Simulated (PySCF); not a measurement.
SMILES O=C(CB(O)O)O, GFN2-xTB optimised geometry. Atoms within 1.6 Å of the plane z = 0.0 Å (x, y, z in Å): O1 (-0.38, -1.57, -0.04), C2 (0.26, -0.54, 0.00), O3 (1.59, -0.54, 0.00), C4 (-0.34, 0.82, 0.00), B5 (-1.45, 0.94, -1.17), O6 (-2.18, -0.12, -1.56), H8 (1.94, -1.45, -0.03), H9 (0.45, 1.57, -0.07), H10 (-0.86, 0.96, 0.95), H11 (-1.94, -0.95, -1.12).

Calculation: PBE/def2-TZVP (PySCF). Cells within 0.4 Å of a nucleus heavier than hydrogen are left out (blank, or x).

Map of the Laplacian of the electron density (e/bohr⁵), clipped to [-1.50, 1.50] on the plane z = 0.0 Å:

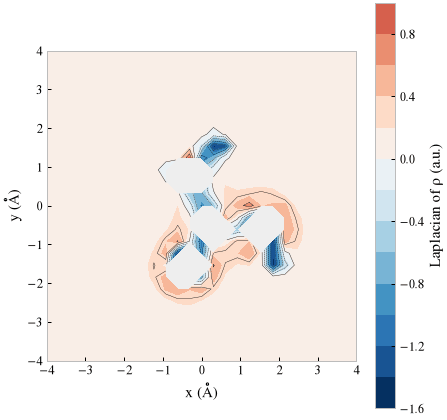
Figure: Laplacian of the electron density (e/bohr⁵), clipped to [-1.50, 1.50] on the plane z = 0.0 Å.
